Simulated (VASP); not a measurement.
Band structure of Tl (hcp). Method: PW91 GGA, VASP's PBE PAW potentials (set 64) (plane waves; VASP).

Unless said otherwise, spin-orbit coupling is left out, though it shifts the bands of the heavy elements here.

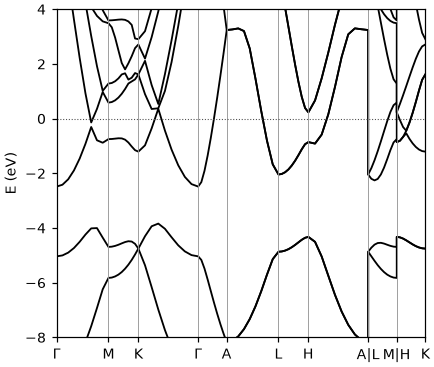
Bands along high-symmetry lines, zero at the valence-band maximum or, without a gap, the Fermi level

Problem. Read the plot: is there a gap, and where are the band edges?

Solution. It has no gap at this level: it comes out as a metal or semimetal. (Edges off the drawn lines would not show.)

The compound is Tl in the hcp structure. It was relaxed first, which changed the volume by +9 %.
